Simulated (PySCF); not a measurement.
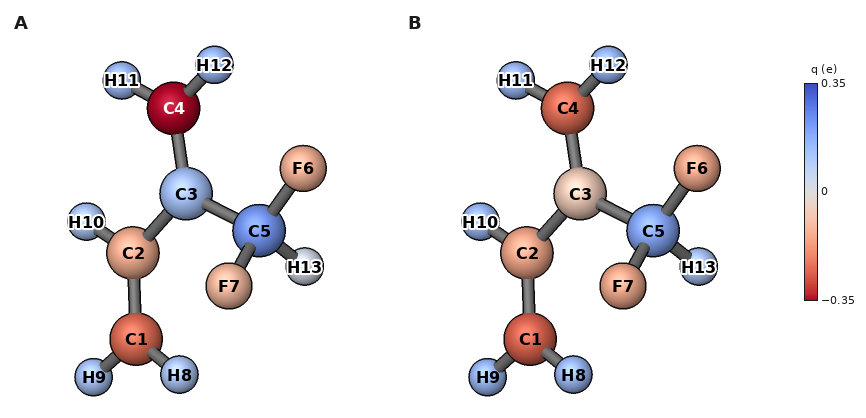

Atomic charges of one calculation by 2 schemes, on one colour scale. The geometry was computed by an optimisation with PBE0-D3(BJ)/def2-SVP. No frequency run is at hand to confirm it as a minimum. Level of theory: PBE0/STO-3G (PySCF 2.14.0).

The schemes are ESP-fitted, IAO. Which panel shows which?

A ESP-fitted, B IAO.

List the charges (e), one line for each set of equivalent atoms.

| atom | ESP-fitted | IAO |
| --- | --- | --- |
| C1 | −0.24 | −0.26 |
| C2 | −0.13 | −0.14 |
| C3 | 0.12 | −0.06 |
| C4 | −0.35 | −0.24 |
| C5 | 0.22 | 0.19 |
| F6 | −0.12 | −0.14 |
| F7 | −0.11 | −0.14 |
| H8 | 0.10 | 0.13 |
| H9 | 0.11 | 0.14 |
| H10 | 0.10 | 0.14 |
| H11 | 0.13 | 0.14 |
| H12 | 0.14 | 0.14 |
| H13 | 0.03 | 0.11 |
